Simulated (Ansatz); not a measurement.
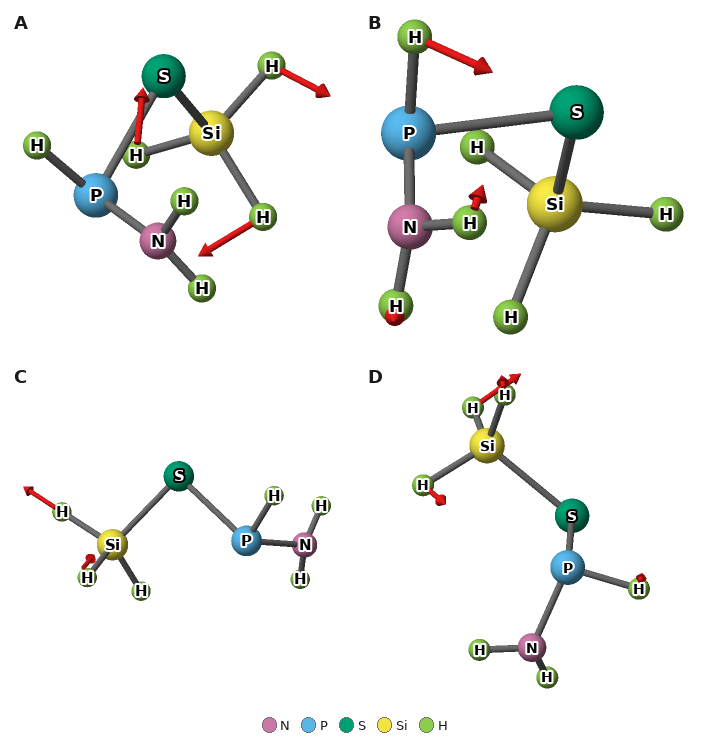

4 normal modes of one molecule or complex, as arrows. Harmonic vibrations computed with RKS PBE0-D4/def2-TZVP (Ansatz 0.2.0) at a stationary point of the same level.

Question: Match the panels to the wavenumbers 107 cm⁻¹, 773 cm⁻¹, 931 cm⁻¹, 2240 cm⁻¹.

Answer: A: 107 cm⁻¹, a torsion or out-of-plane motion in which bond lengths and bond angles hardly change
B: 773 cm⁻¹, angle bending
C: 2240 cm⁻¹, out-of-phase stretching of 2 Si–H bonds
D: 931 cm⁻¹, H–Si–H bending
